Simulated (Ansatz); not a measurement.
# CuB4: the cost of one run

Computed with Ansatz 0.2.0 (DFT PBE, scalar-relativistic, plane waves, PAW, unless a step's input says otherwise).

1 further run of the same task is left out (it didn't finish).

## (1) Starting point

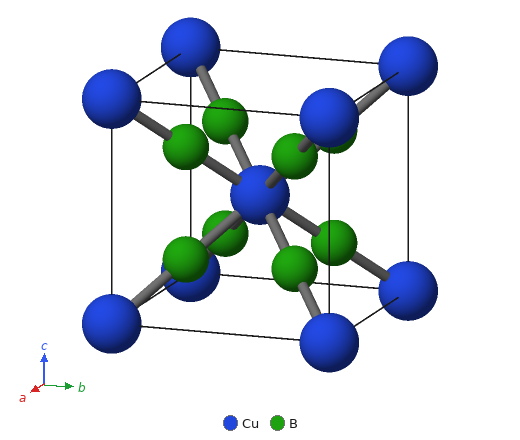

Start, viewed slightly off an axis; copper blue, boron green. Atoms on the faces are drawn again on the opposite ones. The cell drawn here is the conventional one.

Structure file:

```cif
data_structure
_symmetry_space_group_name_H-M 'Im-3m'
_symmetry_Int_Tables_number 229
_cell_length_a 4.3724
_cell_length_b 4.3724
_cell_length_c 4.3724
_cell_angle_alpha 90.000
_cell_angle_beta 90.000
_cell_angle_gamma 90.000
_cell_volume 83.59
loop_
_atom_site_label
_atom_site_type_symbol
_atom_site_symmetry_multiplicity
_atom_site_Wyckoff_symbol
_atom_site_fract_x
_atom_site_fract_y
_atom_site_fract_z
_atom_site_occupancy
Cu1 Cu 2 a 0.00000 0.00000 0.00000 1
B1 B 8 c 0.25000 0.25000 0.75000 1
```

The cell is invented: species swapped into a database cell of NiHg4 (Im-3m, No. 229), with Cu on the Ni sites and B on the Hg sites. Its size is a rough estimate.

## (2) A first look at the guess

Contents of input.yaml:

```yaml
crystal:
  lattice:
    - [-2.18621011, 2.18621011, 2.18621011]
    - [2.18621011, -2.18621011, 2.18621011]
    - [2.18621011, 2.18621011, -2.18621011]
  atoms:
    - { symbol: Cu, position: [0.0, 0.0, 0.0] }
    - { symbol: B, position: [0.0, 0.0, 0.5] }
    - { symbol: B, position: [0.5, 0.0, 0.0] }
    - { symbol: B, position: [0.5, 0.5, 0.5] }
    - { symbol: B, position: [0.0, 0.5, 0.0] }
basis:
  ecutwfc: 420
kpoints:
  mp_grid: { grid: [6, 6, 6] }
hamiltonian:
  xc: pbe
scf:
  occupations: { method: gaussian, width: 0.1 }
  lower_state_search: "off"
output:
  forces: true
  stress: true
  eigenvalues: true
```

Launch:

```sh
$ ansatz run input.yaml --threads 1 --pin off --max-ram 2048MiB --backend cpu --events-out ev --progress --plain --runs-dir out
```

What time and memory should one allow on 1 thread of Arm Neoverse V1, shared host?

About 1.2 s, with a peak of 0.28 GiB.
